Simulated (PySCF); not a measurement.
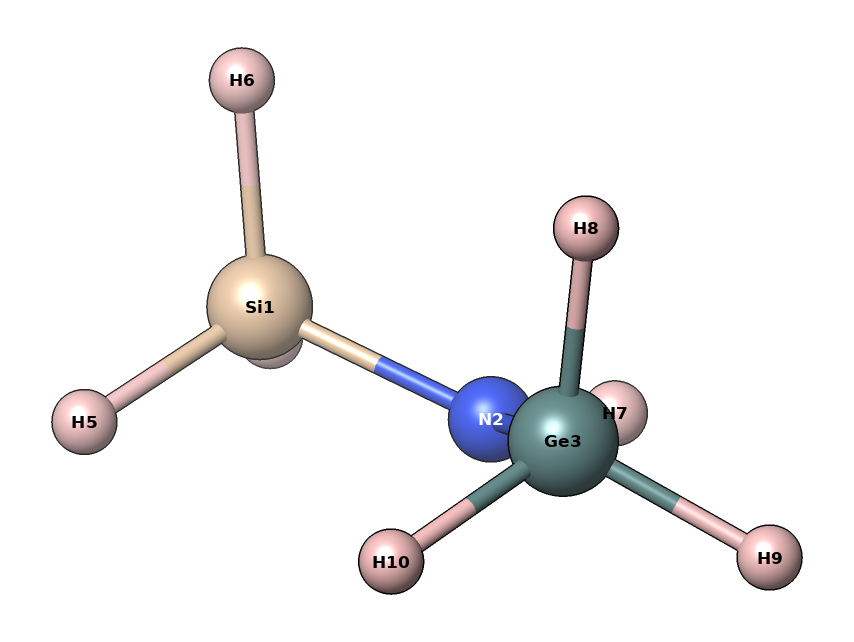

N2 lies behind Ge3. The molecule seen a little off the Ge3–N2 bond, Ge3 in front. Distant atoms are faded towards the background colour. The geometry was computed by an optimisation with GFN2-xTB. No frequency run is at hand to confirm it as a minimum.

> What is the torsion angle H8–Ge3–N2–Si1? The sign is positive where the front bond must turn clockwise to cover the back bond.

−62°, synclinal (gauche).
